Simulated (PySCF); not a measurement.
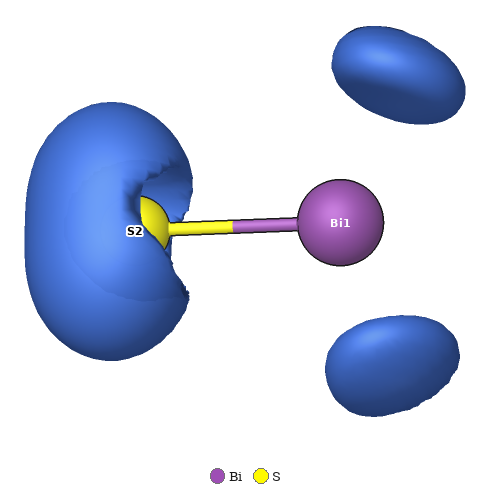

*BiS (doublet). Isosurface of the electron localisation function at 0.8 (blue), seen from one side. Core shells and regions of very low density are left out.*

Core potentials replace the inner electrons of Bi.

Computed with PBE0/cc-pVTZ(-PP), non-relativistic Hamiltonian with scalar-relativistic core potentials where named, at a bond length of 2.304 Å in PySCF 2.14.0.

```xyz
2

Bi    0.0000    0.0000   -0.3057
S     0.0000    0.0000    1.9983
```

Question: Identify the bonds, lone pairs and shells in this picture.

Answer: The surface consists of one ring or bowl of non-bonding electrons around S and two lobes on Bi, pointing away from the bonds (non-bonding electrons). Along the contacts the grid gives the following. Bi–S (2.30 Å): the ELF peaks at about 0.75 in the valence shell of S, 0.8 Å from its nucleus, and drops to about 0.25 between the two atoms.
